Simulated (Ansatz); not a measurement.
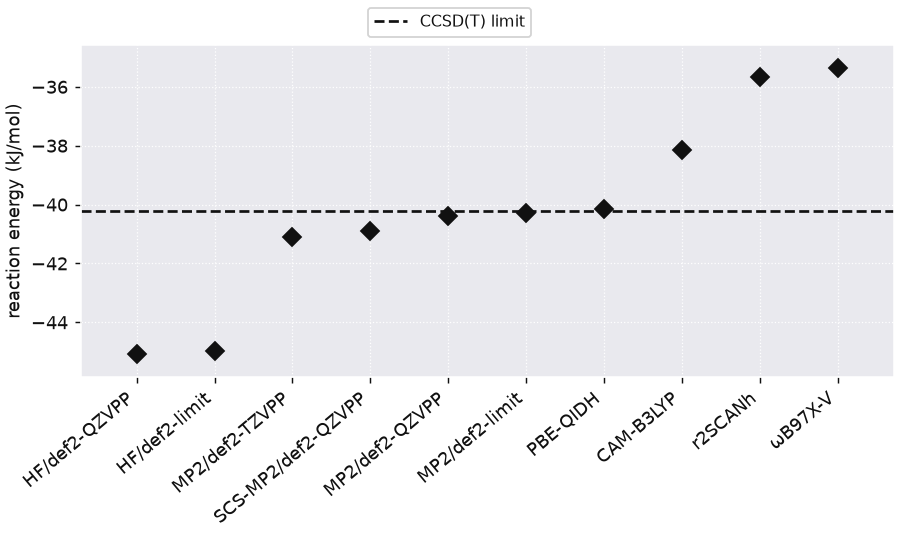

Electronic reaction energy of GePH₅O₂ (O[P](O)[GeH3]) + GaH₂Cl ([Cl][GaH2]) → GaGeH₄Cl ([Cl][GaH][GeH3]) + PH₃O₂ (OPO) (SMILES in brackets) at several levels (functionals in def2-TZVPP unless a basis is named), isolated molecules at PBE0-D4 triple-zeta geometries, minima by their frequencies, no zero-point or thermal terms, the Ansatz code 0.2.0. The line is frozen-core CCSD(T) at the basis limit (MP2 extrapolated from triple and quadruple zeta, plus CCSD(T) less MP2 in a smaller set). PBE-QIDH holds a correlation term that converges slowly with the basis, so part of the distance to the limit is basis error. No dispersion term is added to PBE-QIDH, CAM-B3LYP and r2SCANh. The distance of MP2/def2-TZVPP, SCS-MP2/def2-QZVPP and MP2/def2-QZVPP to the limit includes basis error.

What range do the values span, the line included?

Answer. From −45.1 kJ/mol (HF/def2-QZVPP) to −35.4 kJ/mol (ωB97X-V).

Which level comes closest to the line (CCSD(T) limit), and which misses most?

Answer. Closest MP2/def2-limit (−40.3 kJ/mol) and PBE-QIDH (−40.1 kJ/mol), against −40.2 kJ/mol; farthest HF/def2-QZVPP (−45.1 kJ/mol).

Known limits of this run: no scalar relativity up to krypton; outer-core shells are correlated without core-valence functions, which makes the correlated values less sure.
